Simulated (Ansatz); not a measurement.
# AlFHO (doublet): what the fields show

The calculation's input:

```
crystal:
  periodic: [false, false, false]
  atoms:
    - { symbol: O, position_ang: [-0.7356, 0.3342, -0.7827] }
    - { symbol: Al, position_ang: [-0.207, -0.3931, 0.7657] }
    - { symbol: F, position_ang: [1.3165, -1.3007, 0.7834] }
    - { symbol: H, position_ang: [-1.19713, 0.42152, 1.61872] }
magnetization:
  spin_polarized: true
  initial_magnetization: 1
basis:
  gaussian: { orbitals: def2-SVP }
hamiltonian:
  xc: b3lyp
  dispersion: d4
relax:
  f_tol: 0.02
  max_steps: 50
output:
  orbitals: {}
```

Run with:

```sh
ansatz run input.yaml --threads 1 --pin off --max-ram 2048MiB --backend cpu --events-out ev --progress --plain --runs-dir out
```

The fields are those of the run's last geometry, not of the input's.

All numbers below come from Ansatz, UKS B3LYP-D4/def2-SVP.

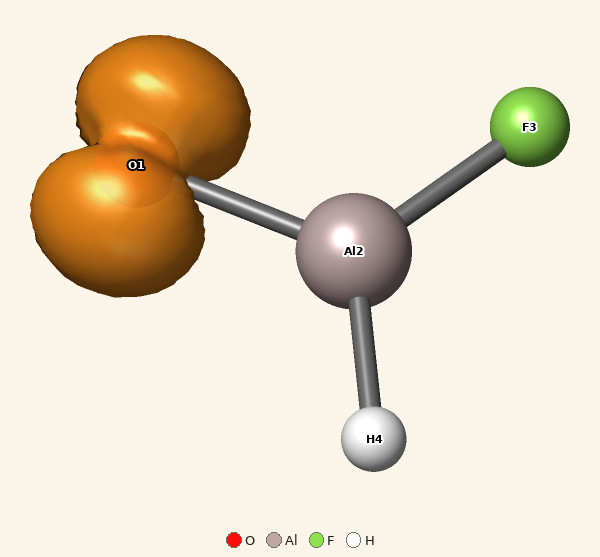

Figure 1. Isosurfaces of the spin density at +0.1 (orange) and −0.1 e/Å³ (purple), seen at a tilt.

### Which atoms carry the spin?

The unpaired spin (1 electron) lies mostly on O1 (about 0.9), in electrons by Hirshfeld's partition. Only one sign reaches the isovalue.

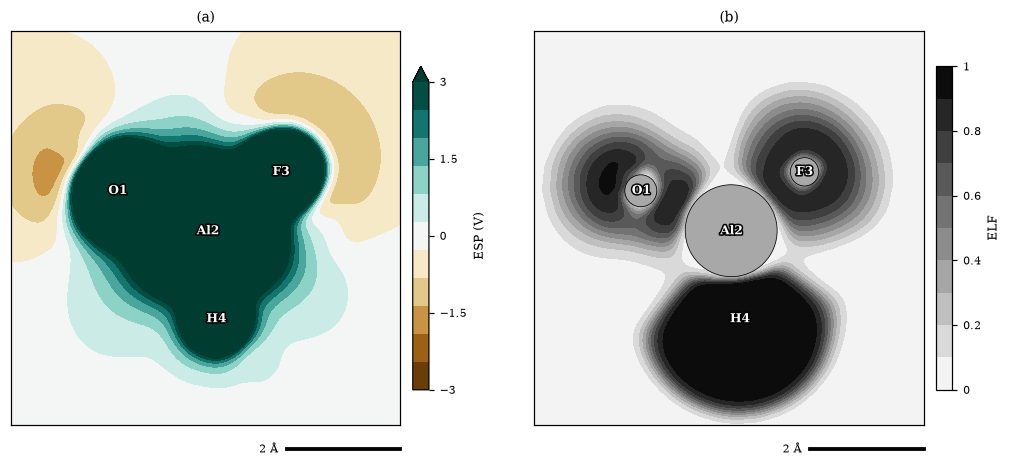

Figure 2. (a) electrostatic potential; (b) ELF on the molecular plane. Grey discs cover the atomic cores in the ELF map.

### Read the bonding off the picture.

Atoms in the plane: O, Al, F and H. Al–F (1.66 Å): the ELF peaks at about 0.85 in the valence shell of F, 0.6 Å from its nucleus, and is about 0.25 at the midpoint. Al–O (1.74 Å): the ELF peaks at about 0.90 in the valence shell of O, 0.7 Å from its nucleus, and is about 0.40 at the midpoint. Al–H (1.56 Å): the ELF climbs to about 1 towards the hydrogen. The ELF also peaks beside O1 and F3, away from the bonds: non-bonding electrons, paired or unpaired. Outside the dense part of the molecule the potential is most negative (−1.6 V) near O1.

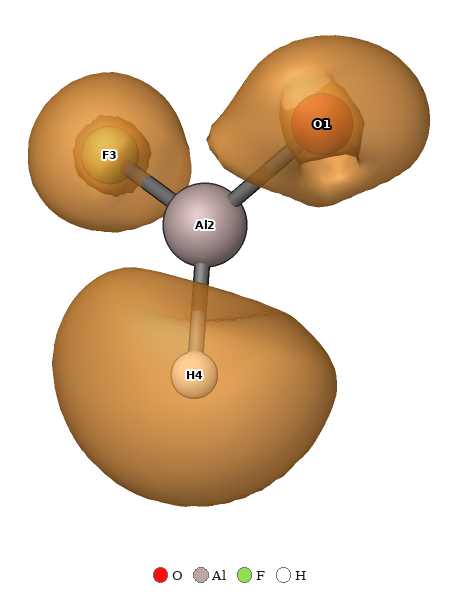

Figure 3. Isosurface of the ELF at 0.75 (orange), seen at an oblique angle. Only the valence region is drawn (cores and ρ < 0.01 e/Å³ removed).

### Where are the electrons localised?

At this value the surface marks out one region around a hydrogen nucleus, one region wrapped around F (its valence shell) and one region wrapped around O (its valence shell).
